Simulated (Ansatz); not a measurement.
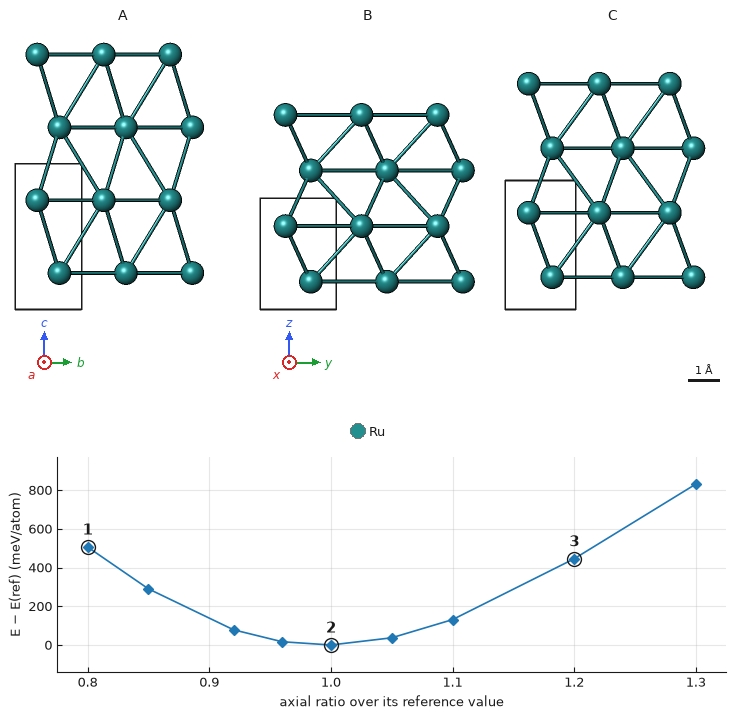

A scan of solid Ru (P6_3/mmc): the ratio of the cell's length along z to its lengths across, counted as 1 for the reference, is changed at fixed volume (a c/a path), with the atoms kept at their fractional coordinates. x, y and z are the Cartesian axes of the input. The frames are shuffled; the numbered points of the plot belong to them. The picture is a ball-and-stick view of the cell of the calculation, repeated 3 × 3 × 2 with one cell outlined, seen along the a axis.

Computed with DFT r2SCAN, scalar-relativistic, plane waves, PAW (Ansatz). (plane-wave cutoff 500 eV; k-point mesh 24 × 24 × 12; occupations gaussian; smearing width 0.15 eV; no spin polarisation). Energies (free energies at the smearing named) are counted from the cell as listed in its source, which wasn't relaxed.

Match the frames to the points.

Answer. Point 1 is frame B (the relative ratio 0.80, 506 meV/atom); 2 is frame C (the relative ratio 1.00, 0 meV/atom); 3 is frame A (the relative ratio 1.20, 445 meV/atom). The lowest computed point lies at the relative ratio 1.00 (0 meV/atom). The end points stand at 506 meV/atom (0.80) and 831 meV/atom (1.30). The unrelaxed reference is under a pressure of −2.0 GPa. The distortion keeps the space group P6_3/mmc. At the relative ratio 1.30 the cell of the drawing goes a 2.706 → 2.479 Å, b 2.706 → 2.479 Å, c 4.282 → 5.100 Å.
